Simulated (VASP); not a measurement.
Band structure of Mg2Ge (antifluorite). These are PBE GGA, VASP's PBE PAW potentials (set 64) (plane waves; VASP 6.6.1) values and carry that method's errors.

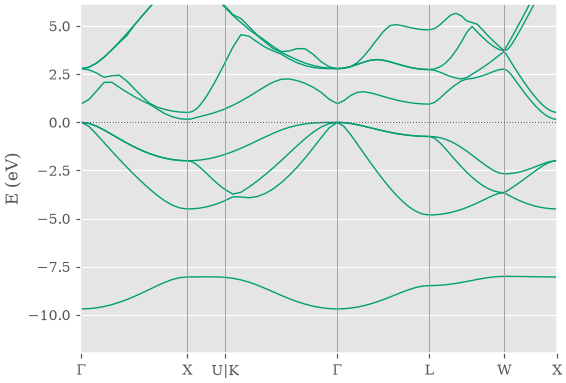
Fig. 1. Bands along high-symmetry lines, zero at the valence-band maximum or, without a gap, the Fermi level

Question: Read the plot: is there a gap, and where are the band edges?

Answer: The gap is indirect, 0.16 eV, from the valence maximum at Γ to the conduction minimum at X. (Edges off the drawn lines would not show.)

Measured: gap 0.74 eV (computed value off by -0.58 eV), as given by Byungki Ryu et al., Journal of the Korean Physical Society (2019), arXiv:1905.06140.

The compound is Mg2Ge in the antifluorite structure. It was relaxed first.
